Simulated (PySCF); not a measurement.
# F2GeH2 (difluorogermane): the cost of one run

Programs: PySCF 2.14.0, with density-fitted response routines of our own. Each step states its level of theory. These are calculated values for one molecule in the gas phase, unless marked as measured. Atoms are numbered from 0 throughout.

## (1) Starting geometry

5 atoms, charge 0, multiplicity 1; geometry from: GFN2-xTB. The atoms were then displaced at random by about 0.01 Å, so the start is not that level's minimum.

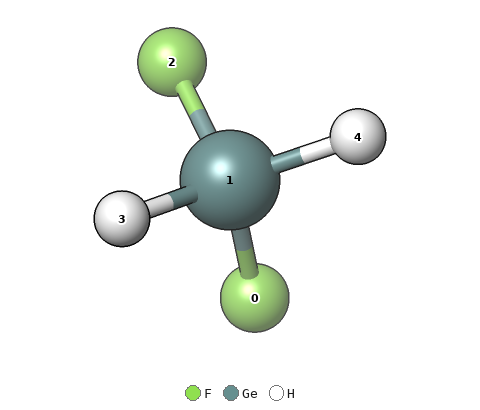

The starting geometry (fluorine green, germanium teal, hydrogen white), atoms numbered.

## (2) Optimising the geometry at PBE0-D3(BJ)/def2-SVP

What the job is given:

```
{"job": {"xc": "PBE0", "basis": "def2-SVP", "d3": "d3bj", "grid": 1, "shake": 0.01, "kind": "geom"}, "charge": 0, "multiplicity": 1}
F     -1.219080     1.021910    -0.039200
Ge    -0.019800    -0.163880     0.006560
F      1.401180     0.780300    -0.109600
H     -0.008230    -0.736170     1.377860
H     -0.120500    -0.936140    -1.273500
```

Started as:

```console
$ OMP_NUM_THREADS=1 python probes_run.py task.json out
```

This one command runs all jobs of the session in turn.

Q: Estimate the wall time and peak memory of this first job on 1 thread of Arm Neoverse N1, shared host.

About 13 s, with a peak of 0.31 GiB.
